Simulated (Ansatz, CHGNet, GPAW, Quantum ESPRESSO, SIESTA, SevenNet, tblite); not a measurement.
# Which run comes nearest? Amorphous Si0.9Ge0.1 (71 atoms)

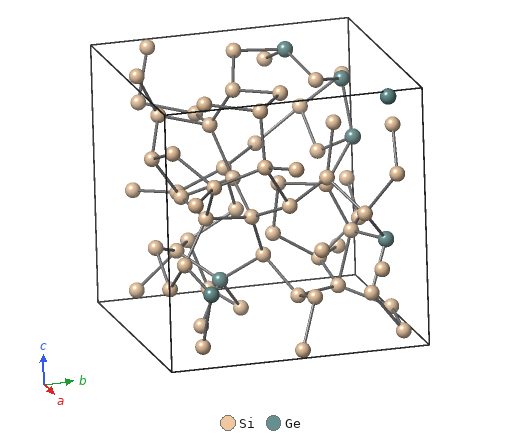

The cell (silicon light orange, germanium teal). Bonds to atoms that aren't drawn are left out. Some periodic images of atoms are drawn too.

Density of this cell: 2.54 g/cm³. The cell holds 71 atoms: 64 Si and 7 Ge. Cell: a = 11.462 Å, b = 11.462 Å, c = 11.462 Å, α = 90.0°, β = 90.0°, γ = 90.0°. 71 atoms (64 Si, 7 Ge) placed at random at 2.54 g/cm³, melted at 3500 K for 10 ps at fixed volume with the Tersoff potential (Tersoff, Phys. Rev. B 39, 5566 (1989)). Quenched from 3500 K to 300 K at 100 K/ps and fixed volume, held 5 ps. Then every atom was moved at random, 0.02 Å r.m.s. a Cartesian component.

Geometry: as built.

The reference, a calculation:

* method: Kohn-Sham DFT, PBE, SSSP efficiency 1.3.0 pseudopotentials, plane waves (Quantum ESPRESSO 7.5); sssp-pbe-1.3.0-efficiency, cutoffs 45/360 Ry, Γ point
* r.m.s. force component: 0.501 eV/Å
* longest force: 2.101 eV/Å
* pressure: -1.47 GPa
* time: 2.1 min on 4 MPI ranks of Arm Neoverse V2, shared host
* CPU time: 8.4 min

Runs, in no order:
A. SIESTA PBE, DZ, shift 0.01 Ry, mesh 300 Ry: Kohn-Sham DFT, PBE, PseudoDojo 0.4.1 norm-conserving pseudopotentials (converted to PSML), numerical atomic orbitals (DZ), diagonalisation
B. SIESTA PBE, DZP, shift 0.02 Ry, mesh 300 Ry: Kohn-Sham DFT, PBE, PseudoDojo 0.4.1 norm-conserving pseudopotentials (converted to PSML), numerical atomic orbitals (DZP), diagonalisation
C. GPAW PBE, LCAO szp(dzp), h 0.2 Å: Kohn-Sham DFT, PBE, PAW, atomic orbitals (szp(dzp))
D. CHGNet 0.3.0 potential: machine-learned interatomic potential CHGNet 0.3.0, trained on PBE(+U) plane-wave data
E. GPAW PBE, LCAO dzp, h 0.2 Å, other mixer settings: Kohn-Sham DFT, PBE, PAW, atomic orbitals (dzp)

Q: Order them from the smallest to the largest r.m.s. force difference.

E, B, C, A, D.

| run | Δ force, r.m.s. (meV/Å) | share of r.m.s. force (%) | CPU time |
| --- | --- | --- | --- |
| E. GPAW PBE, LCAO dzp, h 0.2 Å, other mixer settings | 39.8 | 7.95 | 4.7 min |
| B. SIESTA PBE, DZP, shift 0.02 Ry, mesh 300 Ry | 78.7 | 15.7 | 3.5 min |
| C. GPAW PBE, LCAO szp(dzp), h 0.2 Å | 117 | 23.4 | 3 min |
| A. SIESTA PBE, DZ, shift 0.01 Ry, mesh 300 Ry | 205 | 40.8 | 1.8 min |
| D. CHGNet 0.3.0 potential | 302 | 60.2 | 3.1 s |

Machine-learned potentials mimic data converged in k, so the reference's own k-point error enters their differences. The network of bonds at the start is that of the classical potential that made the cell, and needn't be the one that DFT or experiment would give. The electronic-structure runs sample only Γ, in a cell whose shortest periodic width is 11 Å, which is coarse for a cell with partly filled levels.

[Hosts, paths, dates, database ids (printed as entryN), source tags and the programs' standing remarks are cut or masked in the printed files.]
